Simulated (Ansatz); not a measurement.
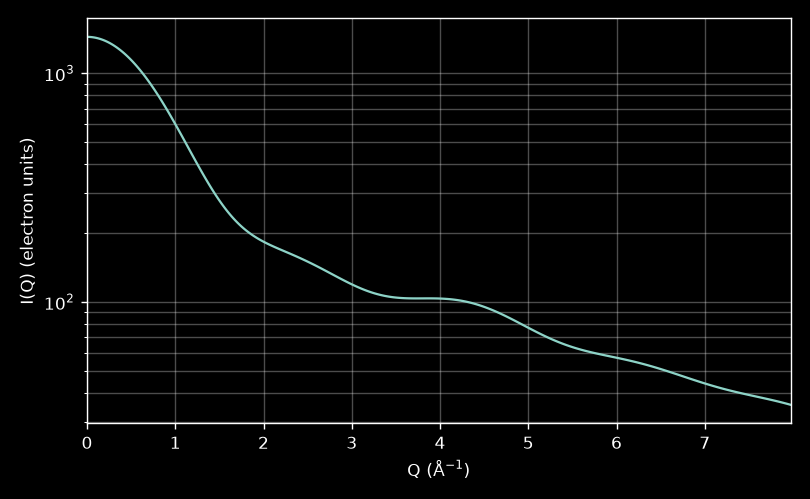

Elastic X-ray scattering of a randomly oriented, rigid molecule, calculated with the Debye equation from neutral-atom form factors (independent atoms, no Compton part, no vibration). The geometry is the end point of an optimisation (Ansatz 0.2.0, RKS B3LYP/def2-SVP); it may be a saddle point or a higher isomer. It contains F, B, N, Si, H.

How many electrons does the independent-atom model of the molecule hold?

I(0) is the square of the electron number: I(0) = 1440, so about 38 electrons, the count of BFH3NSi.

What radius of gyration does the initial fall-off give?

From I(Q) ≈ I(0) exp(−Q²R²/3) at small Q, R ≈ 1.68 Å. It is larger than the electron-weighted radius of the nuclear positions alone (1.50 Å), because each atom's electron cloud adds to it.
